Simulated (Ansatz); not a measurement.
A series of calculations on C$_{2}$H$_{3}$FSi

Part 1: Relaxation

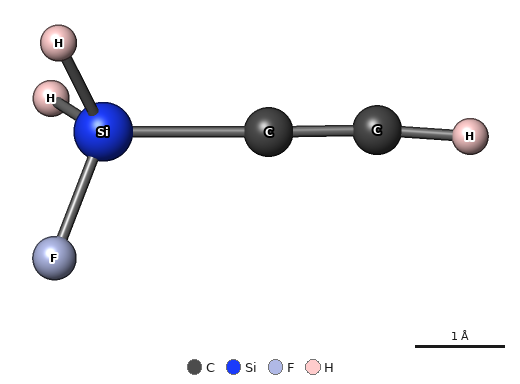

C2H3FSi (coarse preliminary run), before the relaxation. A ball-and-stick model, seen face on.

Computed with Ansatz 0.2.0, RKS PBE-D4/def2-SVP.

The input:
```yaml
crystal:
  periodic: [false, false, false]
  atoms:
    - {symbol: C, position_ang: [-0.302500, -1.910200, -0.640500]}
    - {symbol: C, position_ang: [-0.140900, -0.756400, -0.251300]}
    - {symbol: Si, position_ang: [0.161100, 0.980500, 0.358600]}
    - {symbol: F, position_ang: [-0.387400, 2.036200, -0.654900]}
    - {symbol: H, position_ang: [-0.540900, -2.857300, -1.030400]}
    - {symbol: H, position_ang: [-0.408700, 1.196900, 1.713600]}
    - {symbol: H, position_ang: [1.680400, 1.242200, 0.459100]}
basis:
  gaussian: {orbitals: def2-SVP}
hamiltonian: {xc: pbe, dispersion: d4}
relax: {f_tol: 0.03, max_steps: 250}
```

What does the optimiser find from here?

The optimiser took 5 steps. The atom that moves furthest after the best rigid fit is H6 (0.056 Å). By element the largest moves are H 0.056 Å, C 0.055 Å, Si 0.053 Å, F 0.048 Å. Near-neighbour distances that change, for instance: Si3–F4 1.563 → 1.638 Å, Si3–H7 1.545 → 1.498 Å, C2–Si3 1.865 → 1.832 Å, C1–H5 1.052 → 1.083 Å. Bond angles that change, for instance: C2–C1–H5 173.3° → 180.0°, H6–Si3–H7 107.0° → 111.9°, F4–Si3–H6 111.0° → 108.2°.

Final geometry:

```xyz
7

C    -0.3319   -1.8639   -0.6463
C    -0.1182   -0.7221   -0.2456
Si    0.2117    0.9707    0.3711
F    -0.4237    2.0618   -0.6718
H    -0.5196   -2.8701   -1.0001
H    -0.4473    1.1570    1.7031
H     1.6901    1.1986    0.4437
```

The end point in the same view:

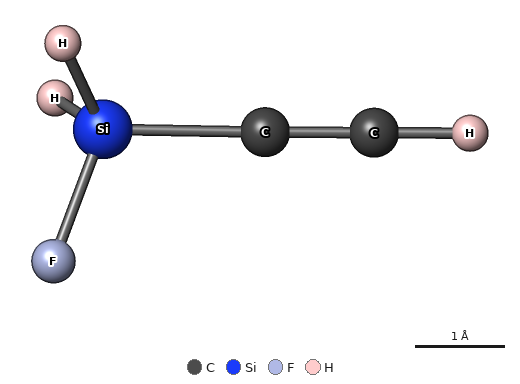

Part 2: Relaxation

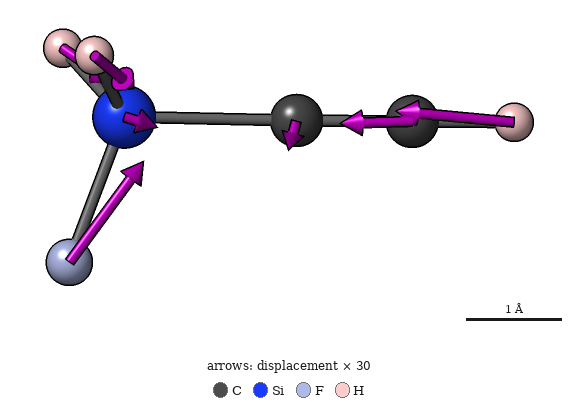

This is a relaxation of C$_{2}$H$_{3}$FSi. The starting structure is drawn; purple arrows show the displacements, 30 times their true length. The two geometries are superimposed by the best rigid fit.

A ball-and-stick model, seen face on.

Computed with RKS PBE0-D4/def2-TZVP in Ansatz.

Input
```yaml
crystal:
  periodic: [false, false, false]
  atoms:
    - {symbol: C, position_ang: [-0.331749, -1.863962, -0.646335]}
    - {symbol: C, position_ang: [-0.118122, -0.722127, -0.245567]}
    - {symbol: Si, position_ang: [0.211595, 0.970714, 0.371077]}
    - {symbol: F, position_ang: [-0.424326, 2.061732, -0.671490]}
    - {symbol: H, position_ang: [-0.519389, -2.870134, -1.000123]}
    - {symbol: H, position_ang: [-0.446942, 1.156781, 1.703378]}
    - {symbol: H, position_ang: [1.690032, 1.198895, 0.443261]}
basis:
  gaussian: {orbitals: def2-TZVP}
hamiltonian: {xc: pbe0, dispersion: d4}
relax: {f_tol: 0.005, max_steps: 200}
```

Describe the change and its energy.

Over 5 geometry steps the energy falls by 1.64 kcal/mol. The largest force component goes from 1.7 to 0.0023 eV/Å. F4 moves most after the best rigid fit: 0.044 Å. By element the largest moves are F 0.044 Å, H 0.043 Å, C 0.026 Å, Si 0.013 Å. Among the contacts that change: Si3–F4 1.638 → 1.595 Å, C1–C2 1.229 → 1.206 Å, Si3–H6 1.498 → 1.478 Å, C1–H5 1.083 → 1.066 Å. The run took about 40 core-seconds on a shared host.

Part 3: Distortion

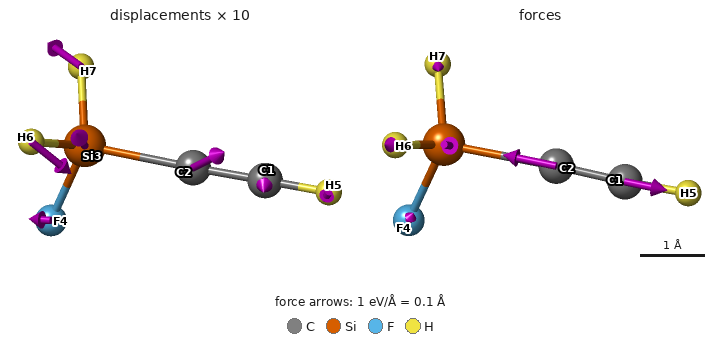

Left: C2H3FSi, with purple arrows for the displacements applied to it. Right: the displaced structure with the computed forces. Style: ball-and-stick. Shown at a tilt.

Theory: Ansatz, RHF-CCSD(T), frozen core/def2-TZVPP. 

Describe the distortion and the response.

All atoms are moved at random (σ = 0.04 Å) from the PBE0-D4/def2-TZVP minimum. Energy change: +61.1 kJ/mol. The largest force is 9 eV/Å, on C2. The forces point partly back along the displacements (cosine −0.49). At other levels of theory the same distortion costs 56.6 kJ/mol (RKS PBE-D4/def2-TZVPP), 56.8 kJ/mol (RKS r2SCAN-D4/def2-TZVPP), 55.4 kJ/mol (RKS PBE0-D4/def2-TZVPP), 52.1 kJ/mol (RKS wB97M-V/def2-TZVPP). Near-neighbour distances before and after: Si3–H6 1.478 → 1.350 Å, Si3–H7 1.478 → 1.579 Å, Si3–F4 1.595 → 1.664 Å, C2–Si3 1.817 → 1.879 Å. Among the angles between lasting bonds that change: F4–Si3–H7 108.2° → 101.9°, H6–Si3–H7 111.7° → 116.7°.

Part 4: Distortion

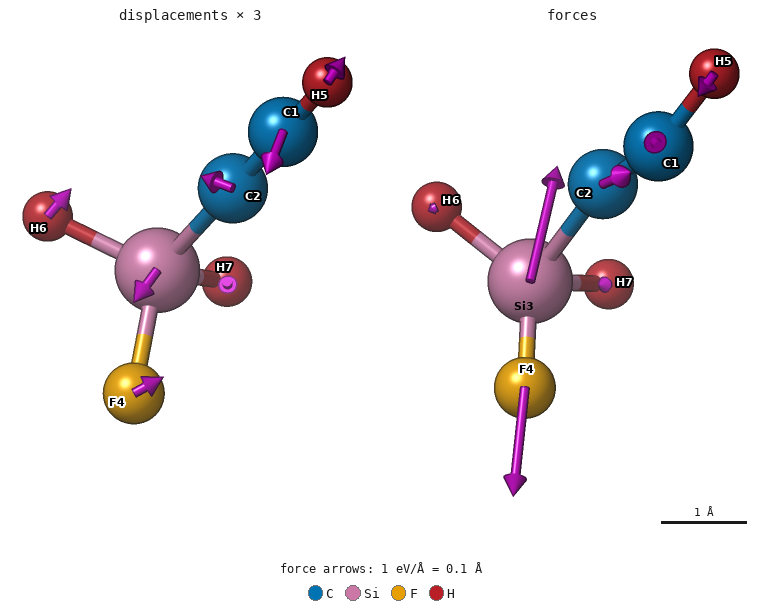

Left: C2H3FSi, with purple arrows for the displacements applied to it. Right: the displaced structure with the computed forces. A ball-and-stick model, seen from a free direction.

Method: RKS r2SCAN-D4/def2-TZVPP (Ansatz 0.2.0). 

Q: Where do the forces point?

A: All atoms are moved at random (σ = 0.12 Å) from the PBE0-D4/def2-TZVP minimum. It costs 242.8 kJ/mol. The largest force is 16 eV/Å, on Si3. The forces point partly back along the displacements (cosine −0.58). At other levels of theory the same distortion costs 240.6 kJ/mol (RKS PBE-D4/def2-TZVPP), 246.3 kJ/mol (RKS PBE0-D4/def2-TZVPP), 256.3 kJ/mol (RKS wB97M-V/def2-TZVPP), 236.9 kJ/mol (RHF-CCSD(T), frozen core/def2-TZVPP). Some distances before and after: Si3–F4 1.595 → 1.375 Å, Si3–H7 1.478 → 1.643 Å, C1–H5 1.066 → 1.210 Å, C1–C2 1.206 → 1.298 Å. Among the angles between lasting bonds that change: C2–C1–H5 179.8° → 150.4°, F4–Si3–H6 108.2° → 127.6°.
